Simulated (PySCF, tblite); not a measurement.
# C4H4ClFO+ (doublet): geometry, infrared bands and EPR parameters

Aim: predict the infrared bands and EPR parameters of C4H4ClFO+ (doublet) (`C[C@@](F)(Cl)[CH+][C]=O`).

Programs: tblite 0.8.0 and PySCF 2.14.0, with density-fitted response routines of our own. Each step states its level of theory. These are calculated values for one molecule in the gas phase, unless marked as measured. Atoms count from 0, in the outputs and in this text.

### Step 1. The starting structure

11 atoms, charge 1, multiplicity 2; geometry from: force field or distance geometry start.

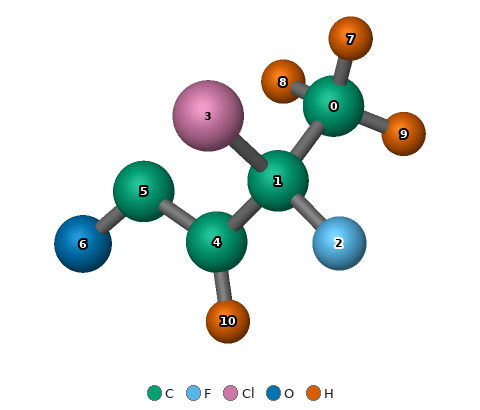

As it starts; carbon teal, fluorine blue, chlorine pink, oxygen blue, hydrogen orange, atoms numbered.

### Step 2. Optimising the geometry with GFN2-xTB

Job settings and geometry (Å):

```
{"job": {"kind": "relax", "xc": "GFN2-xTB", "basis": "xTB"}, "charge": 1, "multiplicity": 2}
C     -1.170600    -0.598200    -0.362800
C     -0.411400     0.646500     0.057700
F     -0.817600     1.775400    -0.616000
Cl    -0.727000     0.921900     1.771200
C      1.028700     0.441800    -0.244400
C      1.696200    -0.698000     0.384700
O      2.965100    -0.800500     0.255400
H     -2.096300    -0.732800     0.240300
H     -0.529300    -1.479500    -0.126100
H     -1.475700    -0.589300    -1.417400
H      1.543400     1.115400    -0.928800
```

On the command line:

```console
OMP_NUM_THREADS=1 python probes_run.py task.json out
```

The driver reads the jobs from task.json and runs them one after another.

What it wrote:

```text
step      E/eV     max force
  0    -633.50646   11.275
  1    -634.54675   15.778
  2    -635.40119    8.052
  3    -635.76542    3.838
  4    -636.04718    1.603
  5    -636.16569    0.953
  6    -636.20932    0.742
  7    -636.24840    0.588
  8    -636.29534    0.709
  9    -636.32515    0.500
 10    -636.34708    0.762
 11    -636.36208    0.726
 12    -636.37698    0.458
 13    -636.39768    0.481
 14    -636.42566    0.627
 15    -636.44449    0.470
 16    -636.46967    0.366
 17    -636.48898    0.509
 18    -636.51200    0.670
 19    -636.53112    0.750
 20    -636.54526    0.274
 21    -636.55314    0.282
 22    -636.55812    0.298
 23    -636.56309    0.277
 24    -636.56560    0.179
 25    -636.56697    0.117
 26    -636.56822    0.090
 27    -636.56950    0.099
 28    -636.57083    0.122
 29    -636.57225    0.137
 30    -636.57416    0.144
 31    -636.57748    0.184
 32    -636.58327    0.280
 33    -636.59004    0.312
 34    -636.59579    0.245
 35    -636.60035    0.148
 36    -636.60260    0.169
 37    -636.60554    0.178
 38    -636.60845    0.194
 39    -636.61103    0.135
 40    -636.61259    0.112
 41    -636.61395    0.182
 42    -636.61538    0.183
 43    -636.61754    0.106
 44    -636.61868    0.136
 45    -636.61959    0.085
 46    -636.62041    0.051
 47    -636.62073    0.051
 48    -636.62109    0.062
 49    -636.62129    0.047
 50    -636.62148    0.036
 51    -636.62164    0.033
 52    -636.62183    0.031
 53    -636.62204    0.049
 54    -636.62229    0.058
 55    -636.62256    0.051
 56    -636.62285    0.062
 57    -636.62320    0.090
 58    -636.62358    0.106
 59    -636.62391    0.084
 60    -636.62409    0.037
 61    -636.62417    0.024
 62    -636.62424    0.027
 63    -636.62431    0.035
 64    -636.62436    0.026
 65    -636.62439    0.013
 66    -636.62441    0.012
 67    -636.62442    0.018
 68    -636.62444    0.018
 69    -636.62445    0.013
 70    -636.62446    0.011
 71    -636.62447    0.015
 72    -636.62450    0.024
 73    -636.62455    0.036
 74    -636.62462    0.036
 75    -636.62467    0.019
 76    -636.62468    0.006
```

It took 0.42 s on 1 thread of Arm Neoverse V1, shared host.

Along the way: (not every step is listed)

```
step  energy from step 0 (eV)  largest force (eV/Å)
   0                   0.0000               11.2750
   1                  -1.0403               15.7777
   2                  -1.8947                8.0519
   3                  -2.2590                3.8379
   4                  -2.5407                1.6025
   5                  -2.6592                0.9528
   6                  -2.7029                0.7419
   7                  -2.7419                0.5878
   8                  -2.7889                0.7090
  14                  -2.9192                0.6273
  20                  -3.0388                0.2736
  26                  -3.0618                0.0899
  32                  -3.0768                0.2799
  38                  -3.1020                0.1937
  44                  -3.1122                0.1362
  50                  -3.1150                0.0360
  56                  -3.1164                0.0619
  62                  -3.1178                0.0272
  68                  -3.1180                0.0185
  71                  -3.1180                0.0150
  72                  -3.1180                0.0237
  73                  -3.1181                0.0361
  74                  -3.1182                0.0361
  75                  -3.1182                0.0188
  76                  -3.1182                0.0062
```

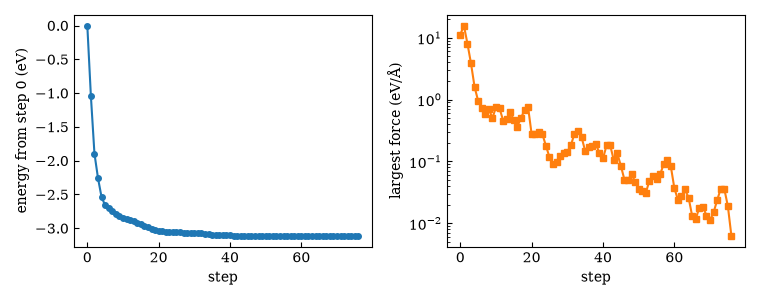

Energy and force, step by step.

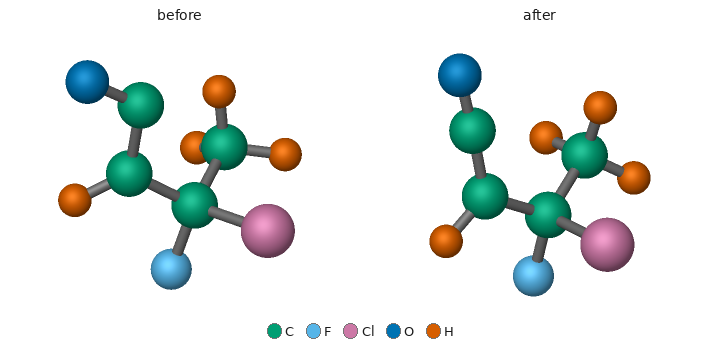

Before and after, at one scale.

Close pairs (by a distance rule), those that changed most:

```
  bond  before (Å)  after (Å)  change (Å)
 C5–O6       1.280      1.132      -0.148
C1–Cl3       1.764      1.894      +0.130
 C4–C5       1.463      1.333      -0.130
 C1–F2       1.376      1.326      -0.050
 C0–H8       1.115      1.086      -0.030
 C0–H7       1.113      1.090      -0.023
 C0–C1       1.517      1.495      -0.022
 C1–C4       1.486      1.496      +0.010
```

The end geometry stands in the next job.

### Step 3. Harmonic vibrations with GFN2-xTB

Job settings and geometry (Å):

```
{"job": {"kind": "ir", "xc": "GFN2-xTB", "basis": "xTB"}, "charge": 1, "multiplicity": 2}
C     -1.179051    -0.700097    -0.317443
C     -0.434356     0.575242    -0.082740
F     -0.983321     1.610677    -0.703614
Cl    -0.335116     1.025548     1.754418
C      1.057518     0.613121    -0.185886
C      1.892152    -0.407330     0.014014
O      2.623662    -1.258533     0.160301
H     -2.229344    -0.566969    -0.060186
H     -0.767407    -1.522536     0.259346
H     -1.133870    -0.943261    -1.380274
H      1.494557     1.576809    -0.443978
```

What it wrote:

```text
mode    cm-1     km/mol
  1      79.7      4.74
  2     124.8      3.42
  3     202.4      0.15
  4     248.7      1.21
  5     262.3     17.95
  6     338.7      1.39
  7     357.6      1.85
  8     411.7     16.19
  9     462.6      7.38
 10     503.2     15.17
 11     574.1      0.76
 12     670.9     69.77
 13     809.7     26.52
 14     971.7     24.91
 15    1019.5     57.80
 16    1036.4     16.82
 17    1154.0     97.30
 18    1218.6     85.67
 19    1346.4    119.30
 20    1383.9     68.78
 21    1412.4      9.74
 22    1428.4     31.77
 23    2284.9   1096.39
 24    2975.1    137.21
 25    3014.5     10.23
 26    3042.3     17.76
 27    3072.9      3.55
```

It took 0.28 s on 1 thread of Arm Neoverse V1, shared host.

Which atoms move in the most intense modes:

```
cm⁻¹  km/mol                               atoms
 671    69.8                   H10 58 %, C4 30 %
1020    57.8  H9 40 %, C0 19 %, H7 15 %, C1 12 %
1154    97.3                             C1 51 %
1219    85.7                    C1 64 %, F2 11 %
1346   119.3                    C4 66 %, O6 16 %
1384    68.8  H9 33 %, H8 25 %, H7 22 %, C0 18 %
2285  1096.4                    C5 68 %, O6 29 %
2975   137.2                            H10 93 %
```

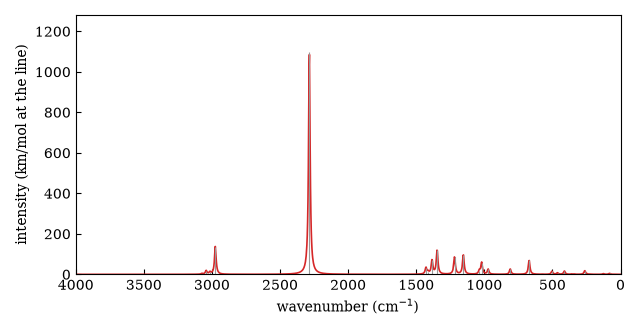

The infrared spectrum from these modes, unscaled. Lines are broadened to a width of 14 cm⁻¹ (Lorentzian).

### Step 4. EPR parameters: B3LYP/pcH-1

Same as in step 3 but for these lines:

```diff
@@ -1,2 +1,2 @@
-{"job": {"kind": "ir", "xc": "GFN2-xTB", "basis": "xTB"}, "charge": 1, "multiplicity": 2}
+{"job": {"kind": "epr", "basis": "pcH-1"}, "charge": 1, "multiplicity": 2}
 C     -1.179051    -0.700097    -0.317443
```

Level: UKS B3LYP, pcH-1 on C Cl F H O, non-relativistic, mean-field spin-orbit, GIAO.

What it wrote:

```text
UKS, coarse grid
  cycle   1  E = -789.54396948  |g| = 6.96e-01
  cycle   2  E = -788.56603353  |g| = 1.75e+00
  cycle   3  E = -789.72678789  |g| = 2.19e-01
  cycle   4  E = -789.74142297  |g| = 1.13e-01
  cycle   5  E = -789.74528442  |g| = 3.34e-02
  cycle   6  E = -789.74576464  |g| = 8.82e-03
  cycle   7  E = -789.74579802  |g| = 4.85e-03
  cycle   8  E = -789.74581075  |g| = 1.27e-03
  cycle   9  E = -789.74581374  |g| = 5.63e-04
UKS, final grid
  cycle   1  E = -789.74575346  |g| = 8.10e-04
  cycle   2  E = -789.74575273  |g| = 1.63e-03
  cycle   3  E = -789.74575378  |g| = 3.32e-04
  cycle   4  E = -789.74575382  |g| = 7.70e-05
  cycle   5  E = -789.74575383  |g| = 7.91e-05
  cycle   6  E = -789.74575384  |g| = 2.24e-05
E = -789.74575384 Eh   <S^2> = 0.7549 (exact 0.7500)
g shifts (ppm)      1          2          3
  rmc          -257       -257       -257
  gc             36         29         17
  oz_so       -1391       1186      20662
  total       -1611        960      20423
hyperfine (MHz)  atom isotope    a_iso     a_fc   dipolar eigenvalues
    0   13C       0.60       0.62     -0.88     -0.40      1.28
    1   13C     -13.16     -13.25     -2.11     -0.51      2.62
    2   19F     -11.41     -11.01     -8.53     -0.22      8.75
    3  35Cl      27.30      22.99    -67.14    -66.27    133.41
    4   13C      61.02      61.26    -46.07    -44.93     91.01
    5   13C     -31.79     -31.73    -14.43     -0.66     15.09
    6   17O     -13.70     -13.81    -63.44     29.64     33.81
    7    1H      -0.18      -0.20     -1.69     -0.67      2.36
    8    1H      -0.43      -0.42     -2.44     -1.06      3.50
    9    1H      -2.16      -2.17     -2.01     -1.33      3.34
   10    1H     -36.57     -36.52    -20.00     -3.65     23.64
```

Wall time 48 s (1 thread of Arm Neoverse V1, shared host); peak memory 0.87 GiB.

Principal g values 2.00071, 2.00328, 2.02274; g(iso) = 2.00891, against 2.00232 for a free electron.

Hyperfine couplings; where a row names several nuclei, a(iso) is their mean (it holds for fast rotation or exchange) and the dipolar term the largest among them:

```
    nuclei  isotope  a(iso) (MHz)  a(iso) (G, at g = 2.0023)  largest dipolar term (MHz)
        C4      13C          61.0                       21.8                        91.0
       H10       1H         -36.6                      -13.0                        23.6
        C5      13C         -31.8                      -11.3                        15.1
       Cl3     35Cl          27.3                        9.7                       133.4
        O6      17O         -13.7                       -4.9                       -63.4
        C1      13C         -13.2                       -4.7                         2.6
        F2      19F         -11.4                       -4.1                         8.8
H7, H8, H9       1H          -0.9                       -0.3                         3.5
        C0      13C           0.6                        0.2                         1.3
```

Mulliken spin populations:

```
atom  value (e)
  C0       0.00
  C1      -0.04
  F2       0.00
 Cl3       0.34
  C4       0.49
  C5       0.05
  O6       0.19
  H7       0.00
  H8       0.00
  H9       0.00
 H10      -0.02
```

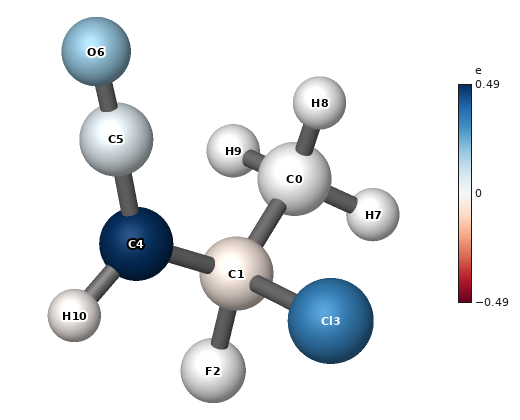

Mulliken spin populations, as colours on the atoms.

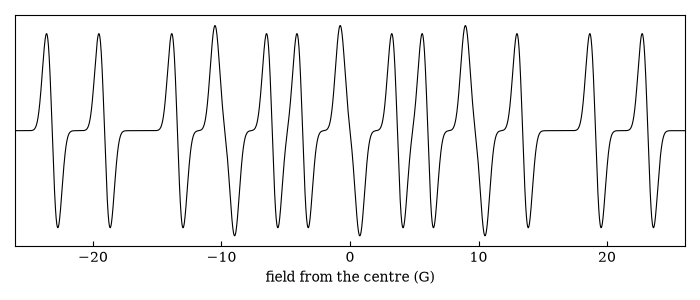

First-order isotropic spectrum (first derivative, main isotopes with spin only, couplings over 0.8 MHz, Gaussian width 0.3 G; couplings of the frozen geometry, rotation of groups not averaged beyond the rows shown).

Orbitals, density, ELF and potential are computed afterwards from the orbital file.

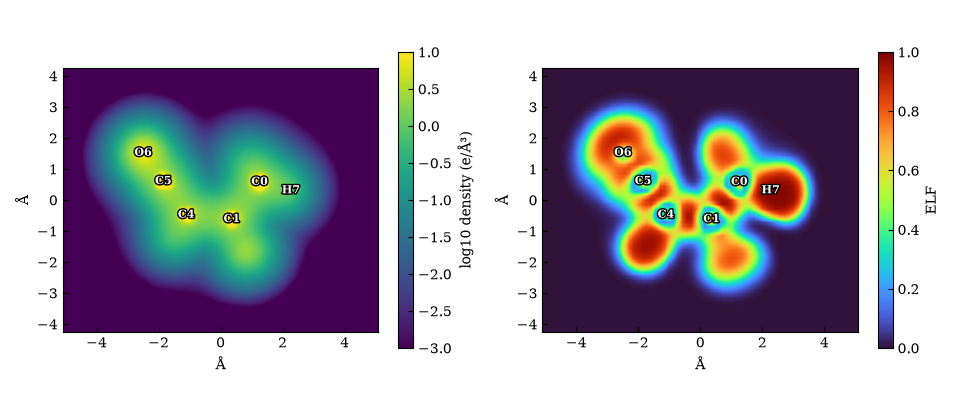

Density (left) and ELF (right) in a plane through or near 6 of the atoms.

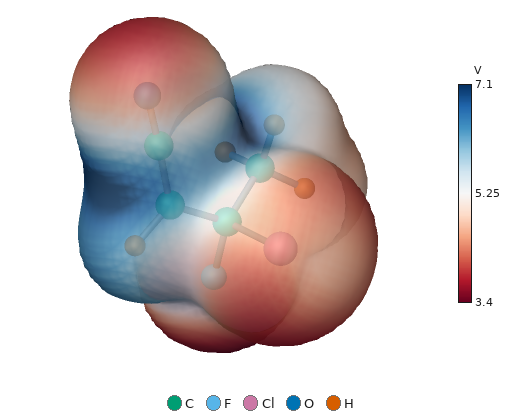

The potential that a unit positive charge feels on the 0.002 e/bohr³ surface, from 3.40 V near F2 to 7.10 V near C5.

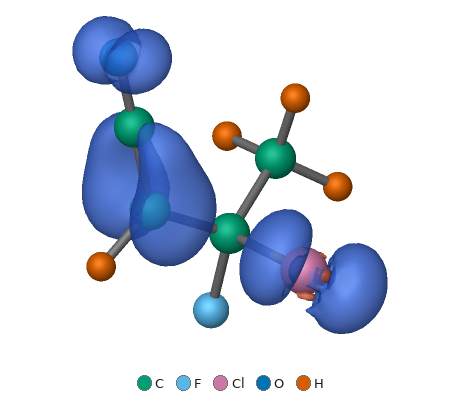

Spin density at ±0.05 e/Å³ (alpha excess blue, beta excess red).

### Step 5. Summary of results

```
                                 quantity                   value
strongest single infrared mode (GFN2-xTB)  2285 cm⁻¹, 1096 km/mol
             zero-point energy (GFN2-xTB)           43.5 kcal/mol
                           g(iso) (B3LYP)                 2.00891
                                     ⟨S²⟩      0.755 (exact 0.75)
       largest a(iso) (averaged by class)     13C on C4, 61.0 MHz
```

What this shows: Relaxing lowered the energy by 3.118 eV in 76 steps; the close pair that moved most is C5–O6, from 1.280 to 1.132 Å. All 27 modes are real, so the xTB geometry is a minimum. The strongest single mode, at 2285 cm⁻¹, moves mainly C5. GFN2-xTB is a fitted tight-binding method: band positions and strengths are rough. Its intensities can rank the bands wrongly. C4 carries the largest spin population, 0.49 e. The isotropic g lies 6.6 ppt above the free-electron value. The conformer search found further structures of the same energy, which may be mirror or relabelled copies of this one.
